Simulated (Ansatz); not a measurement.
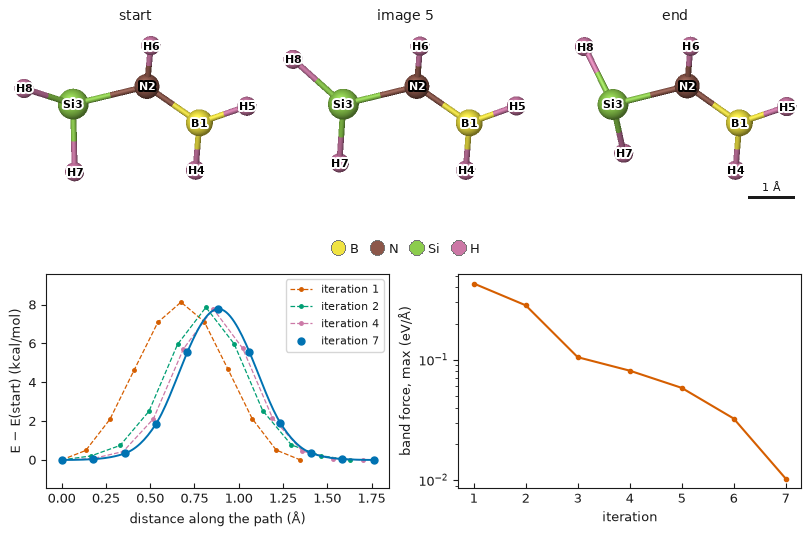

A nudged-elastic-band calculation for BSiNH5 (multiplicity 2). Images are numbered from 0 (start) to 10 (end). The plot follows the band through its iterations. Style: ball-and-stick. Shown at a tilt.

Level of theory: UKS LDA/6-31G in Ansatz. Run with 9 movable images; climbing image; force threshold 0.03 eV/Å; iteration limit 60; spring constant 0.5 eV/Å²; starting path by image-dependent pair potential.

Question: How did the profile develop, and is the result final?

Answer: The run is converged, with reservations. The band converged in 7 iterations. The largest component of the band force went from 0.43 to 0.01 eV/Å. The climbing image converged on the top of the path. Its curvatures weren't checked. The first iteration put the highest image at 8.1 kcal/mol. The two ends have the same energy, and the highest point, image 5, lies 7.8 kcal/mol above the start.
